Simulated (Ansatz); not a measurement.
**SiH2 (SMILES [SiH2]) at 6 levels**

We compute a comparison of 6 runs (SVWN5/3-21G, UPBE0/cc-pVDZ, revPBE/cc-pVDZ, wB97X/cc-pVDZ, RPA@PBE/cc-pVDZ, MP2/cc-pVDZ) of SiH2. 

Program for the calculation: Ansatz 0.2.0.

61 further runs of the same task are left out: 61 set aside as unsound or not needed.

**1. The molecule**

SiH2: 3 atoms, total charge 0, spin state singlet. As SMILES, `[SiH2]`. The H2–Si1 distance was set to 3.051 Å, away from the relaxed value. At this shape a bond of the SMILES string is far longer than usual.

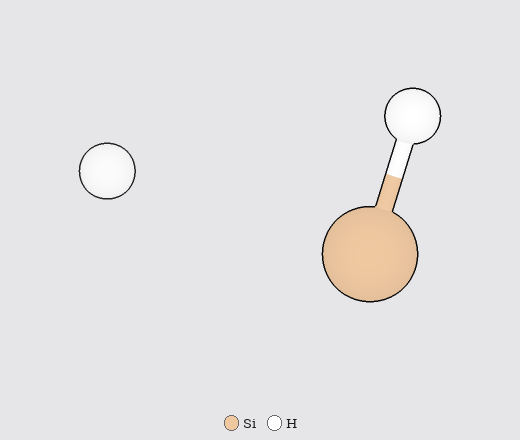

Viewed from a chosen angle; silicon light orange, hydrogen white.

**2. The energy at SVWN5/3-21G (run 1)**

Contents of molecule.yaml:

```yaml
crystal:
  periodic: [false, false, false]
  atoms:
    - {symbol: Si, position_ang: [-1.822706, 0.358600, -0.949703]}
    - {symbol: H, position_ang: [0.840300, 0.578600, 0.522500]}
    - {symbol: H, position_ang: [-1.680606, -1.157200, -1.045003]}
basis:
  gaussian: {orbitals: 3-21G.json}
hamiltonian: {xc: {name: SVWN5}}
accuracy: high
```

The basis set 3-21G is read from a file made from the Basis Set Exchange's data (not shown).

Command:

```console
$ ansatz run molecule.yaml --threads 1 --pin off --max-ram 2610MiB --events-out events.jsonl --progress --plain --runs-dir runs
```

The program printed:

```text
Warning: RAYON_NUM_THREADS=1 ignored (pool sized by the plan → 1); use --threads N
Functional definition: SVWN5
  name "SVWN5"
  exchange = slater_x
  correlation = vwn5_c
324 factors; integrals over basis functions are off by at most 2.9e-9 eV
mean field evaluation 1: about -7829.2091 eV, gradient 1.4e1 eV
mean field evaluation 2: about -7818.0917 eV, gradient 2.3e1 eV
mean field evaluation 4: about -7829.6263 eV, gradient 1.1e1 eV
mean field evaluation 8: about -7830.2445 eV, gradient 6.4e0 eV
mean field evaluation 16: about -7830.5689 eV, gradient 2.2e-8 eV
mean field -7830.56889927 eV, -287.7680992978 hartree, gradient 2.3e-8 eV, S^2 0.000000; 0 other end points of the search recorded, 0 dependent functions left out
reference -7830.56890130 eV, -287.7680993725 hartree; 8, 8 occupied and 9, 9 virtual orbitals, 324 factors
Total energy: -7830.56890130 eV, -287.7680993725 hartree
```

Run time: 0.49 s. Hardware: 1 thread of Arm Neoverse V1, shared host.

**3. A single-point energy at UPBE0/cc-pVDZ (run 2)**

molecule.yaml, as its differences from that of step 2:

```diff
@@ -7,4 +7,8 @@
 basis:
-  gaussian: {orbitals: 3-21G.json}
-hamiltonian: {xc: {name: SVWN5}}
+  gaussian:
+    orbitals: cc-pVDZ
+magnetization:
+  spin_polarized: true
+hamiltonian:
+  xc: {name: PBE0}
 accuracy: high
```

Command:

```console
$ ansatz run molecule.yaml --threads 1 --pin off --max-ram 2610MiB --events-out events.jsonl --progress --plain --runs-dir runs
```

The program printed:

```text
Warning: RAYON_NUM_THREADS=1 ignored (pool sized by the plan → 1); use --threads N
Functional definition: PBE0
  name "PBE0"
  parameter a = 0.25
  parameter kappa = 0.804
  parameter beta = 0.06672455060314922
  exchange = (1 - a)*pbe_x(kappa = kappa, mu = beta*pi^2/3) + a*exact_x
  correlation = pbe_c(beta = beta)
525 factors; integrals over basis functions are off by at most 3.5e-9 eV
mean field evaluation 1: about -7898.7184 eV, gradient 1.1e1 eV
mean field evaluation 2: about -7891.2086 eV, gradient 1.9e1 eV
mean field evaluation 4: about -7900.8633 eV, gradient 1.5e0 eV
mean field evaluation 8: about -7900.8925 eV, gradient 5.6e-2 eV
mean field evaluation 16: about -7900.8925 eV, gradient 8.7e-7 eV
mean field evaluation 32: about -7901.3271 eV, gradient 6.2e-8 eV
mean field evaluation 64: about -7901.3098 eV, gradient 7.5e-1 eV
mean field -7901.32706118 eV, -290.3684137866 hartree, gradient 4.0e-8 eV, S^2 0.759634; 5 other end points of the search recorded, 0 dependent functions left out
reference -7901.32706316 eV, -290.3684138593 hartree; 8, 8 occupied and 20, 20 virtual orbitals, 525 factors
Total energy: -7901.32706316 eV, -290.3684138593 hartree
```

Run time: 4.5 s. Hardware: 1 thread of Arm Neoverse V1, shared host; peak memory 0.1 GiB.

Runs 3 to 5 aren't shown in full; the table further down has their settings and results.

**4. The energy at MP2/cc-pVDZ (run 6)**

Contents of job.yaml:

```yaml
crystal:
  periodic: [false, false, false]
  atoms:
    - {symbol: Si, position_ang: [-1.822706, 0.358600, -0.949703]}
    - {symbol: H, position_ang: [0.840300, 0.578600, 0.522500]}
    - {symbol: H, position_ang: [-1.680606, -1.157200, -1.045003]}
basis:
  gaussian: {orbitals: cc-pVDZ}
accuracy: high
correlation: {method: mp2, frozen_orbitals: {H: 0, Si: 5}}
```

Command:

```console
$ ansatz run job.yaml --threads 1 --pin off --max-ram 2610MiB --events-out events.jsonl --progress --plain --runs-dir runs
```

The program printed, shortened:

```text
Warning: RAYON_NUM_THREADS=1 ignored (pool sized by the plan → 1); use --threads N
Functional definition: HF
  name "HF"
[...]
525 factors; integrals over basis functions are off by at most 3.5e-9 eV
[...]
mean field -7887.82176305 eV, -289.8721032346 hartree, gradient 5.4e-8 eV, S^2 0.000000; 6 other end points of the search recorded, 0 dependent functions left out; unrestricted orbitals would lower it
[...]
unrestricted determinant -7889.44090388 eV, -289.9316055625 hartree, S^2 0.9314
5 core orbitals not correlated: weight in the atoms' cores, before any rotation towards them, 1.000 or more for the frozen orbitals, at most 0.000 for the correlated occupied ones
reference -7887.82176305 eV, -289.8721032346 hartree; 3, 3 occupied and 20, 20 virtual orbitals, 525 factors
second order -2.75996156 eV of doubles, -0.00000000 eV of singles
Total energy: -7890.58172461 eV, -289.9735299510 hartree
```

It took 0.38 s on 1 thread of Arm Neoverse V1, shared host.

**5. Overview of the runs**

```tsv
run	level	frozen core orbitals	energy (Eh)	wall time
1	SVWN5/3-21G	–	-287.768099	0.49 s
2	UPBE0/cc-pVDZ	–	-290.368414	4.5 s
3	revPBE/cc-pVDZ	–	-290.436006	0.89 s
4	wB97X/cc-pVDZ	–	-290.457938	3.9 s
5	RPA@PBE/cc-pVDZ	5	-290.098296	1.4 s
6	MP2/cc-pVDZ	5	-289.973530	0.38 s
```

**6. Outcome**

| quantity | value |
| --- | --- |
| run 6: total energy | -289.97353 Eh |
| run 6: correlation energy (5 core orbitals frozen) | -101.4 mEh |

In words: Totals of different functionals can't be ranked against each other. In runs 5, 6 the log says that unrestricted orbitals would lower the reference, so the values rest on an unstable closed-shell determinant (other closed-shell runs at this shape may share the fault). In runs 1, 3, 4, 5, 6 a closed-shell determinant meets a far-stretched bond, which it describes badly. Spin contamination of the reference: run 2 ⟨S²⟩ = 0.76. Where it is this large, the reference is a mixture of spin states, and values that rest on it are in doubt. All runs together took 12 s, the longest 4.5 s.
